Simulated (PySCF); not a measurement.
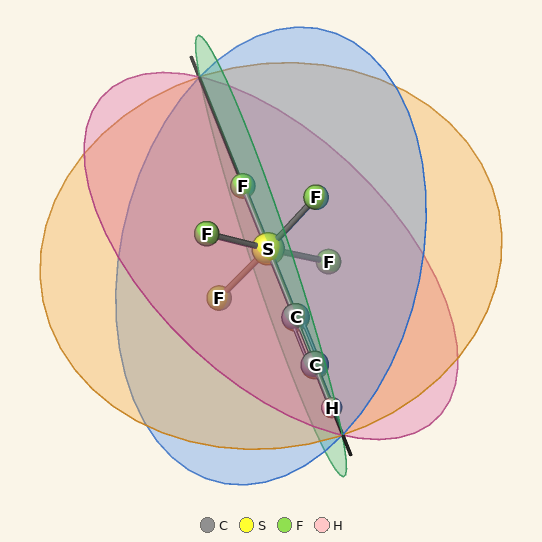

All proper rotation axes (lines) and mirror planes (discs) of the structure are drawn in. Distant atoms are faded towards the background colour. The computed structure is the end point of a PBE0-D3(BJ)/def2-SVP optimisation. No frequency run is at hand to confirm it as a minimum.

Name the symmetry elements and the point group.

It has 1 C4 axis and 4 mirror planes. Point group C4v. The group has 8 operations. The geometry is achiral, and symmetry allows a dipole moment.
